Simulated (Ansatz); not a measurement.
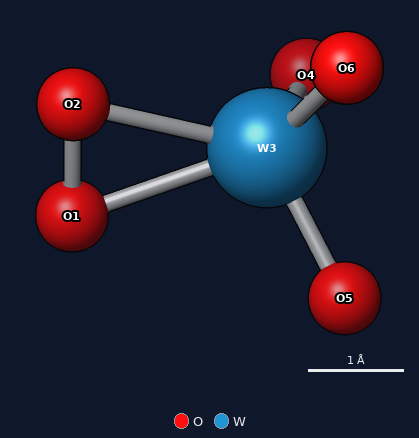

**Figure 1.** The input geometry (ball-and-stick view, seen at a tilt; atoms are numbered from 1 in the order of the input). Sticks mark near contacts.

WO5: geometry relaxation

WO5, multiplicity 3, computed with UKS PBE0-D4/def2-TZVPPD (Ansatz 0.2.0).

Figures and captions count atoms from 1; the log counts them from 0 in places.

### Log
```
The last accepted step is kept in [file] (removed where the run ends without a failure and the disk answers)
Engine: ansatz 0.2.0, x86_64-unknown-linux-gnu
Functional definition: PBE0
  parameter a = 0.25
  parameter kappa = 0.804
  parameter beta = 0.06672455060314922
  exchange = (1 - a)*pbe_x(kappa = kappa, mu = beta*pi^2/3) + a*exact_x
  correlation = pbe_c(beta = beta)
1347 factors; their error is unknown
mean field evaluation 1: about -12026.3182 eV, gradient 8.4e1 eV
mean field evaluation 2: about -11466.4379 eV, gradient 3.3e2 eV
mean field evaluation 4: about -12027.2156 eV, gradient 7.0e1 eV
mean field evaluation 8: about -12053.0543 eV, gradient 7.7e0 eV
mean field evaluation 16: about -12053.4478 eV, gradient 9.6e-2 eV
mean field evaluation 32: about -12053.4960 eV, gradient 1.0e-4 eV
mean field -12053.49604514 eV, -442.9578095057 hartree, gradient 2.0e-5 eV, S^2 2.074812; 6 other end points of the search recorded, 0 dependent functions left out
the calculation of the forces begins
reference -12053.49610130 eV, -442.9578115698 hartree; 28, 26 occupied and 231, 233 virtual orbitals, 1347 factors
relax step   1: F+E_penalty+E_count = -12053.62871133 eV  Δ(F+E_penalty+E_count) = +0.000e0 eV  max|allowed force component| = 1.929e0 eV/Å  Δτ_max = 0.0000 Å  (150 SCF iters, accepted)
these checks for a lower state are left out or cut short: starts, cluster_reference, orbital_swaps, neighbouring_geometries, increment
1347 factors; their error is unknown
mean field evaluation 64: about -12053.6515 eV, gradient 2.3e-5 eV
mean field -12053.65150261 eV, -442.9635224625 hartree, gradient 1.4e-5 eV, S^2 2.069970; 0 other end points of the search recorded, 0 dependent functions left out
[... from here on the field's lines of each further geometry are left out, up to the last ...]
relax step   2: F+E_penalty+E_count = -12053.78645761 eV  Δ(F+E_penalty+E_count) = -1.577e-1 eV  max|allowed force component| = 2.190e-1 eV/Å  Δτ_max = 0.0638 Å  (74 SCF iters, accepted)
relax step   3: F+E_penalty+E_count = -12053.78930210 eV  Δ(F+E_penalty+E_count) = -2.844e-3 eV  max|allowed force component| = 3.352e-2 eV/Å  Δτ_max = 0.0119 Å  (70 SCF iters, accepted)
relax step   4: F+E_penalty+E_count = -12053.78934604 eV  Δ(F+E_penalty+E_count) = -4.394e-5 eV  max|allowed force component| = 9.857e-3 eV/Å  Δτ_max = 0.0023 Å  (72 SCF iters, accepted)
relax step   5: F+E_penalty+E_count = -12053.78934763 eV  Δ(F+E_penalty+E_count) = -1.587e-6 eV  max|allowed force component| = 5.979e-4 eV/Å  Δτ_max = 0.0002 Å  (52 SCF iters, accepted)
relax step   6: F+E_penalty+E_count = -12053.79072388 eV  Δ(F+E_penalty+E_count) = -1.376e-3 eV  max|allowed force component| = 1.777e-1 eV/Å  Δτ_max = 0.0258 Å  (91 SCF iters, accepted)
relax step   7: F+E_penalty+E_count = -12053.79157362 eV  Δ(F+E_penalty+E_count) = -8.497e-4 eV  max|allowed force component| = 2.157e-1 eV/Å  Δτ_max = 0.0040 Å  (94 SCF iters, accepted)
relax step   8: F+E_penalty+E_count = -12053.79278372 eV  Δ(F+E_penalty+E_count) = -1.210e-3 eV  max|allowed force component| = 2.596e-1 eV/Å  Δτ_max = 0.0055 Å  (93 SCF iters, accepted)
relax step   9: F+E_penalty+E_count = -12053.79456720 eV  Δ(F+E_penalty+E_count) = -1.783e-3 eV  max|allowed force component| = 3.103e-1 eV/Å  Δτ_max = 0.0073 Å  (90 SCF iters, accepted)
relax step  10: F+E_penalty+E_count = -12053.79712310 eV  Δ(F+E_penalty+E_count) = -2.556e-3 eV  max|allowed force component| = 3.641e-1 eV/Å  Δτ_max = 0.0092 Å  (87 SCF iters, accepted)
relax step  11: F+E_penalty+E_count = -12053.80062582 eV  Δ(F+E_penalty+E_count) = -3.503e-3 eV  max|allowed force component| = 4.150e-1 eV/Å  Δτ_max = 0.0111 Å  (79 SCF iters, accepted)
relax step  12: F+E_penalty+E_count = -12053.80512690 eV  Δ(F+E_penalty+E_count) = -4.501e-3 eV  max|allowed force component| = 4.537e-1 eV/Å  Δτ_max = 0.0130 Å  (81 SCF iters, accepted)
relax step  13: F+E_penalty+E_count = -12053.81042876 eV  Δ(F+E_penalty+E_count) = -5.302e-3 eV  max|allowed force component| = 4.692e-1 eV/Å  Δτ_max = 0.0145 Å  (82 SCF iters, accepted)
relax step  14: F+E_penalty+E_count = -12053.81602350 eV  Δ(F+E_penalty+E_count) = -5.595e-3 eV  max|allowed force component| = 4.537e-1 eV/Å  Δτ_max = 0.0154 Å  (83 SCF iters, accepted)
relax step  15: F+E_penalty+E_count = -12053.59259827 eV  Δ(F+E_penalty+E_count) = +2.234e-1 eV  max|allowed force component| = 4.281e0 eV/Å  Δτ_max = 0.1999 Å  (143 SCF iters, rejected (line search))
relax step  16: F+E_penalty+E_count = -12053.82079917 eV  Δ(F+E_penalty+E_count) = -4.776e-3 eV  max|allowed force component| = 3.941e-1 eV/Å  Δτ_max = 0.0999 Å  (88 SCF iters, accepted)
relax step  17: F+E_penalty+E_count = -12053.83126112 eV  Δ(F+E_penalty+E_count) = -1.046e-2 eV  max|allowed force component| = 1.578e-1 eV/Å  Δτ_max = 0.0525 Å  (80 SCF iters, accepted)
relax step  18: F+E_penalty+E_count = -12053.83246632 eV  Δ(F+E_penalty+E_count) = -1.205e-3 eV  max|allowed force component| = 1.246e-1 eV/Å  Δτ_max = 0.0216 Å  (82 SCF iters, accepted)
relax step  19: F+E_penalty+E_count = -12053.83263443 eV  Δ(F+E_penalty+E_count) = -1.681e-4 eV  max|allowed force component| = 4.797e-2 eV/Å  Δτ_max = 0.0062 Å  (83 SCF iters, accepted)
relax step  20: F+E_penalty+E_count = -12053.83273405 eV  Δ(F+E_penalty+E_count) = -9.962e-5 eV  max|allowed force component| = 3.961e-2 eV/Å  Δτ_max = 0.0061 Å  (81 SCF iters, accepted)
relax step  21: F+E_penalty+E_count = -12053.83273527 eV  Δ(F+E_penalty+E_count) = -1.222e-6 eV  max|allowed force component| = 6.359e-2 eV/Å  Δτ_max = 0.0044 Å  (81 SCF iters, accepted)
the calculation of the forces begins
reference -12053.69813481 eV, -442.9652361643 hartree; 28, 26 occupied and 231, 233 virtual orbitals, 1347 factors
relax step  22: F+E_penalty+E_count = -12053.83278743 eV  Δ(F+E_penalty+E_count) = -5.217e-5 eV  max|allowed force component| = 1.663e-3 eV/Å  Δτ_max = 0.0027 Å  (78 SCF iters, accepted)
1347 factors; their error is unknown
mean field evaluation 320: about -12052.9185 eV, gradient 6.4e0 eV
```

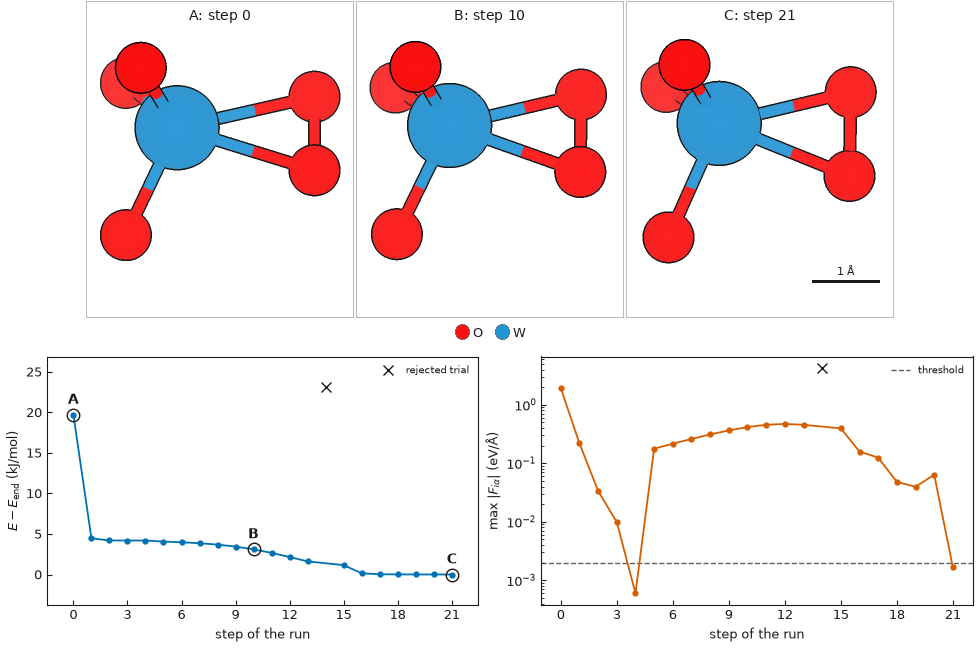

**Figure 2.** Frames of the relaxation (ball-and-stick view, seen at an oblique angle) above the curves, on which the letters mark them (the first geometry is step 0 here and step 1 in the log).

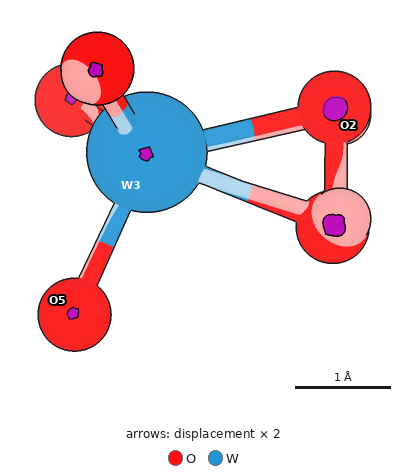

**Figure 3.** Start (faint) and end (solid) with the displacements as pink arrows, magnified 2 times (ball-and-stick view, seen at an oblique angle). The two geometries are laid on each other by the best rigid fit. The largest move after the best rigid fit is that of O2, 0.21 Å. By element the largest moves are O 0.21 Å, W 0.08 Å. Among the contacts that change: O2–W3 2.172 → 2.048 Å, W3–O5 1.786 → 1.874 Å, W3–O6 1.786 → 1.717 Å, O1–W3 2.172 → 2.111 Å. Among the angles that change: O2–W3–O6 98.1° → 105.3°, O1–W3–O5 98.1° → 91.9°, O2–W3–O4 111.5° → 106.4°. After 21 geometry steps the energy has fallen by 19.7 kJ/mol. Largest force component: 1.9 eV/Å at the start, 0.0017 eV/Å at the end. The line search rejected the trial step at point 14 (counted from 0) and went back. (Atoms are counted from 1 in the order of the input.)

```
mean field -12053.69808024 eV, -442.9652341587 hartree, gradient 1.0e-5 eV, S^2 2.030726; 7 other end points of the search recorded, 0 dependent functions left out
the calculation of the forces begins
reference -12053.69813481 eV, -442.9652361643 hartree; 28, 26 occupied and 231, 233 virtual orbitals, 1347 factors
Total energy: -12053.83284201 eV, -442.9701865625 hartree
Atom 0 at     1.771372    -0.868885    -0.068612 Å, force    -0.000377    -0.000931    -0.001251 eV/Å
Atom 1 at     1.843671     0.252979     0.607400 Å, force     0.001663     0.001414     0.001180 eV/Å
Atom 2 at    -0.111069     0.082423     0.022436 Å, force    -0.001179     0.001153     0.001155 eV/Å
Atom 3 at    -1.011500    -0.190116     1.436301 Å, force    -0.000598    -0.000882     0.001580 eV/Å
Atom 4 at    -0.802878    -1.018204    -1.327557 Å, force    -0.000293    -0.000733    -0.001434 eV/Å
Atom 5 at    -0.512095     1.602073    -0.668869 Å, force     0.000784    -0.000021    -0.001231 eV/Å
Dipole moment:     0.446779    -0.124547    -0.004877 e Å
```

### Trajectory as extended XYZ (Å, eV, eV/Å), 22 frames, from step=1 to step=22
```
6
Properties=species:S:1:pos:R:3:forces:R:3 step=1 energy=-12053.62871
O     1.8003   -0.9321    0.1079   -0.8354   0.6933   0.0288
O     1.9526    0.3343    0.4453   -0.9684  -0.4133  -0.2662
W    -0.1477    0.0211   -0.0112    0.4614  -0.5683   1.9286
O    -1.0783   -0.2499    1.4270    1.2267   0.3286  -1.7887
O    -0.8323   -0.9665   -1.3327    0.1100   0.4133   0.1640
O    -0.5171    1.6534   -0.6352    0.0058  -0.4536  -0.0665
6
Properties=species:S:1:pos:R:3:forces:R:3 step=2 energy=-12053.78646
O     1.7406   -0.9241    0.1127    0.0677   0.0314   0.0252
O     1.8924    0.3384    0.4490    0.0573  -0.0539   0.0024
W    -0.1117    0.0106    0.0121    0.0307  -0.0474   0.1660
O    -1.0151   -0.2559    1.4209   -0.0368  -0.0401   0.1673
O    -0.8162   -0.9172   -1.3330   -0.0768  -0.0888  -0.2190
O    -0.5124    1.6084   -0.6606   -0.0421   0.1988  -0.1420
6
Properties=species:S:1:pos:R:3:forces:R:3 step=3 energy=-12053.78930
O     1.7416   -0.9246    0.1157   -0.0007   0.0335   0.0105
O     1.8933    0.3371    0.4518   -0.0089  -0.0333  -0.0073
W    -0.1147    0.0102    0.0148    0.0133   0.0010  -0.0078
O    -1.0096   -0.2592    1.4309   -0.0015  -0.0048   0.0186
O    -0.8181   -0.9119   -1.3416   -0.0008   0.0046  -0.0065
O    -0.5149    1.6087   -0.6706   -0.0013  -0.0010  -0.0076
6
Properties=species:S:1:pos:R:3:forces:R:3 step=4 energy=-12053.78935
O     1.7411   -0.9245    0.1165    0.0009   0.0097   0.0028
O     1.8927    0.3367    0.4525   -0.0016  -0.0099  -0.0024
W    -0.1147    0.0102    0.0148   -0.0004   0.0023  -0.0061
O    -1.0078   -0.2598    1.4322   -0.0008  -0.0006   0.0026
O    -0.8184   -0.9104   -1.3427    0.0011   0.0017   0.0020
O    -0.5155    1.6080   -0.6722    0.0007  -0.0032   0.0011
6
Properties=species:S:1:pos:R:3:forces:R:3 step=5 energy=-12053.78935
O     1.7411   -0.9244    0.1166    0.0000   0.0001   0.0000
O     1.8927    0.3365    0.4525   -0.0002  -0.0002  -0.0001
W    -0.1147    0.0103    0.0147    0.0003   0.0006   0.0003
O    -1.0076   -0.2598    1.4323    0.0000   0.0000  -0.0001
O    -0.8184   -0.9103   -1.3428   -0.0001  -0.0002  -0.0002
O    -0.5156    1.6079   -0.6723    0.0000  -0.0004   0.0001
6
Properties=species:S:1:pos:R:3:forces:R:3 step=6 energy=-12053.79072
O     1.7443   -0.9202    0.0914    0.0243   0.0339   0.0059
O     1.8890    0.3284    0.4768   -0.0326  -0.0557  -0.0138
W    -0.1136    0.0194    0.0171    0.0297   0.1777   0.0432
O    -1.0067   -0.2522    1.4343   -0.0031   0.0006   0.0023
O    -0.8180   -0.9177   -1.3411   -0.0375  -0.0645  -0.0790
O    -0.5175    1.6026   -0.6774    0.0193  -0.0921   0.0415
6
Properties=species:S:1:pos:R:3:forces:R:3 step=7 energy=-12053.79157
O     1.7448   -0.9197    0.0877    0.0232  -0.0188  -0.0138
O     1.8878    0.3258    0.4795   -0.0266  -0.0059   0.0055
W    -0.1134    0.0221    0.0175    0.0246   0.2157   0.0605
O    -1.0066   -0.2501    1.4347    0.0006  -0.0002  -0.0030
O    -0.8163   -0.9200   -1.3414   -0.0470  -0.0774  -0.0959
O    -0.5189    1.6022   -0.6769    0.0251  -0.1134   0.0467
6
Properties=species:S:1:pos:R:3:forces:R:3 step=8 energy=-12053.79278
O     1.7455   -0.9193    0.0823    0.0262  -0.0205  -0.0181
O     1.8865    0.3232    0.4840   -0.0306  -0.0073   0.0087
W    -0.1131    0.0254    0.0183    0.0315   0.2596   0.0687
O    -1.0064   -0.2477    1.4353   -0.0009  -0.0002  -0.0020
O    -0.8148   -0.9226   -1.3416   -0.0572  -0.0939  -0.1143
O    -0.5202    1.6013   -0.6772    0.0309  -0.1377   0.0571
6
Properties=species:S:1:pos:R:3:forces:R:3 step=9 energy=-12053.79457
O     1.7465   -0.9184    0.0751    0.0303  -0.0218  -0.0224
O     1.8849    0.3199    0.4901   -0.0358  -0.0100   0.0113
W    -0.1128    0.0292    0.0191    0.0366   0.3103   0.0796
O    -1.0062   -0.2448    1.4359   -0.0012  -0.0003  -0.0021
O    -0.8132   -0.9258   -1.3415   -0.0682  -0.1137  -0.1354
O    -0.5216    1.6003   -0.6776    0.0383  -0.1644   0.0691
6
Properties=species:S:1:pos:R:3:forces:R:3 step=10 energy=-12053.79712
O     1.7476   -0.9171    0.0661    0.0349  -0.0224  -0.0266
O     1.8828    0.3159    0.4978   -0.0421  -0.0139   0.0133
W    -0.1124    0.0337    0.0200    0.0428   0.3641   0.0901
O    -1.0060   -0.2412    1.4365   -0.0020  -0.0003  -0.0018
O    -0.8116   -0.9301   -1.3413   -0.0797  -0.1355  -0.1575
O    -0.5230    1.5991   -0.6781    0.0461  -0.1919   0.0824
6
Properties=species:S:1:pos:R:3:forces:R:3 step=11 energy=-12053.80063
O     1.7491   -0.9151    0.0553    0.0394  -0.0220  -0.0302
O     1.8803    0.3110    0.5070   -0.0486  -0.0185   0.0147
W    -0.1121    0.0389    0.0209    0.0486   0.4150   0.0984
O    -1.0059   -0.2370    1.4372   -0.0030  -0.0003  -0.0012
O    -0.8097   -0.9355   -1.3409   -0.0900  -0.1571  -0.1776
O    -0.5242    1.5980   -0.6784    0.0538  -0.2171   0.0959
6
Properties=species:S:1:pos:R:3:forces:R:3 step=12 energy=-12053.80513
O     1.7508   -0.9124    0.0427    0.0429  -0.0200  -0.0328
O     1.8773    0.3053    0.5176   -0.0545  -0.0235   0.0151
W    -0.1117    0.0448    0.0219    0.0532   0.4537   0.1024
O    -1.0058   -0.2321    1.4379   -0.0043  -0.0001  -0.0002
O    -0.8077   -0.9423   -1.3404   -0.0973  -0.1751  -0.1917
O    -0.5253    1.5970   -0.6786    0.0601  -0.2350   0.1072
6
Properties=species:S:1:pos:R:3:forces:R:3 step=13 energy=-12053.81043
O     1.7527   -0.9090    0.0287    0.0446  -0.0163  -0.0335
O     1.8737    0.2989    0.5291   -0.0582  -0.0279   0.0145
W    -0.1114    0.0511    0.0228    0.0555   0.4692   0.1001
O    -1.0060   -0.2266    1.4385   -0.0056   0.0004   0.0009
O    -0.8056   -0.9504   -1.3396   -0.0996  -0.1851  -0.1956
O    -0.5259    1.5963   -0.6784    0.0634  -0.2403   0.1136
6
Properties=species:S:1:pos:R:3:forces:R:3 step=14 energy=-12053.81602
O     1.7549   -0.9049    0.0139    0.0435  -0.0115  -0.0322
O     1.8697    0.2920    0.5410   -0.0585  -0.0304   0.0130
W    -0.1112    0.0574    0.0235    0.0547   0.4537   0.0912
O    -1.0063   -0.2208    1.4389   -0.0065   0.0011   0.0019
O    -0.8036   -0.9596   -1.3386   -0.0955  -0.1834  -0.1866
O    -0.5260    1.5962   -0.6777    0.0625  -0.2296   0.1127
6
Properties=species:S:1:pos:R:3:forces:R:3 step=15 energy=-12053.59260 accepted=F
O     1.7855   -0.8495   -0.1756   -0.1152   1.7811   1.4418
O     1.8090    0.2031    0.6908    0.1245  -1.5098  -1.3773
W    -0.1073    0.1517    0.0293    0.4352  -4.2811   0.1223
O    -1.0107   -0.1429    1.4383   -0.0943   0.2372   0.0315
O    -0.7818   -1.1030   -1.3308    0.4343   0.9446   0.8867
O    -0.5171    1.6009   -0.6509   -0.7844   2.8280  -1.1050
6
Properties=species:S:1:pos:R:3:forces:R:3 step=16 energy=-12053.82080
O     1.7614   -0.8735   -0.0693    0.0190   0.3941   0.2036
O     1.8233    0.2524    0.6201   -0.0295  -0.3674  -0.2795
W    -0.1194    0.0891    0.0001    0.2012  -0.0428   0.0635
O    -0.9812   -0.1794    1.4352   -0.1523  -0.0546   0.0331
O    -0.7977   -1.0563   -1.3381   -0.0172   0.1457   0.0736
O    -0.5089    1.6280   -0.6469   -0.0211  -0.0750  -0.0943
6
Properties=species:S:1:pos:R:3:forces:R:3 step=17 energy=-12053.83126
O     1.7667   -0.8835   -0.0416    0.0297   0.0784   0.0229
O     1.8504    0.2681    0.5861   -0.0038  -0.0981  -0.0302
W    -0.1094    0.0763    0.0210   -0.1098   0.1578   0.0752
O    -1.0092   -0.1979    1.4362    0.0516   0.0028  -0.0593
O    -0.8043   -1.0044   -1.3337   -0.0057  -0.0382  -0.0347
O    -0.5165    1.6017   -0.6669    0.0380  -0.1027   0.0262
6
Properties=species:S:1:pos:R:3:forces:R:3 step=18 energy=-12053.83247
O     1.7702   -0.8746   -0.0610   -0.0069   0.0448   0.0190
O     1.8472    0.2562    0.6012   -0.0263  -0.0416  -0.0223
W    -0.1116    0.0824    0.0247    0.1038  -0.0045  -0.1246
O    -1.0106   -0.1914    1.4365   -0.0703  -0.0146   0.1048
O    -0.8014   -1.0123   -1.3307    0.0038  -0.0048   0.0157
O    -0.5163    1.6000   -0.6696   -0.0042   0.0207   0.0076
6
Properties=species:S:1:pos:R:3:forces:R:3 step=19 energy=-12053.83263
O     1.7682   -0.8735   -0.0661    0.0107   0.0354   0.0228
O     1.8449    0.2534    0.6024    0.0021  -0.0325  -0.0136
W    -0.1116    0.0840    0.0248    0.0480  -0.0135  -0.0406
O    -1.0117   -0.1901    1.4375   -0.0336  -0.0055   0.0468
O    -0.7964   -1.0150   -1.3284   -0.0181  -0.0157  -0.0114
O    -0.5159    1.6014   -0.6692   -0.0090   0.0318  -0.0040
6
Properties=species:S:1:pos:R:3:forces:R:3 step=20 energy=-12053.83273
O     1.7719   -0.8707   -0.0675   -0.0126   0.0029  -0.0038
O     1.8442    0.2524    0.6063   -0.0041   0.0054   0.0015
W    -0.1110    0.0836    0.0226   -0.0255  -0.0178   0.0167
O    -1.0116   -0.1895    1.4372    0.0250   0.0068  -0.0396
O    -0.8016   -1.0180   -1.3288    0.0099   0.0140   0.0197
O    -0.5144    1.6025   -0.6687    0.0074  -0.0114   0.0056
6
Properties=species:S:1:pos:R:3:forces:R:3 step=21 energy=-12053.83273
O     1.7727   -0.8677   -0.0687   -0.0107  -0.0091  -0.0107
O     1.8441    0.2531    0.6088   -0.0134   0.0114   0.0019
W    -0.1111    0.0821    0.0211    0.0012  -0.0146   0.0636
O    -1.0117   -0.1907    1.4358    0.0236   0.0077  -0.0359
O    -0.8055   -1.0188   -1.3270    0.0012  -0.0030  -0.0097
O    -0.5110    1.6023   -0.6689   -0.0019   0.0075  -0.0090
6
Properties=species:S:1:pos:R:3:forces:R:3 step=22 energy=-12053.83279
O     1.7714   -0.8689   -0.0686   -0.0004  -0.0009  -0.0013
O     1.8437    0.2530    0.6074    0.0017   0.0014   0.0012
W    -0.1111    0.0824    0.0224   -0.0012   0.0012   0.0012
O    -1.0115   -0.1901    1.4363   -0.0006  -0.0009   0.0016
O    -0.8029   -1.0182   -1.3276   -0.0003  -0.0007  -0.0014
O    -0.5121    1.6021   -0.6689    0.0008   0.0000  -0.0012
```

The run was set up as follows.

### Input file
```yaml
crystal:
  periodic: [false, false, false]
  atoms:
    - { symbol: O, position_ang: [1.80032072, -0.932136, 0.10785157] }
    - { symbol: O, position_ang: [1.95257871, 0.33430896, 0.44531784] }
    - { symbol: W, position_ang: [-0.14771904, 0.02108019, -0.01115632] }
    - { symbol: O, position_ang: [-1.07827571, -0.24989057, 1.4270317] }
    - { symbol: O, position_ang: [-0.83228292, -0.96648984, -1.33271641] }
    - { symbol: O, position_ang: [-0.51712176, 1.65339727, -0.63522838] }
magnetization:
  spin_polarized: true
  initial_magnetization: 2
basis:
  gaussian: { orbitals: def2-TZVPPD.json }
hamiltonian:
  xc: pbe0
  dispersion: d4
relax:
  f_tol: 0.002
  max_steps: 150
```

Launched with:
```bash
ansatz run input.yaml --threads 4 --pin off --max-ram 10240MiB --backend cpu --events-out ev --progress --plain --runs-dir out
```

### Summary

```csv
quantity,value
outcome,converged
total energy,−12053.8328 eV
mean-field energy,−12053.6981 eV
⟨S²⟩,2.031
SCF solution under orbital rotations,stable
largest force (length of the vector) at the end,0.002 eV/Å
hardware,"4 threads of AMD EPYC (Zen 5), 128 GiB of memory available, shared host"
wall time,2.7 min (CPU time 11 min)
peak memory,1.3 GiB
```
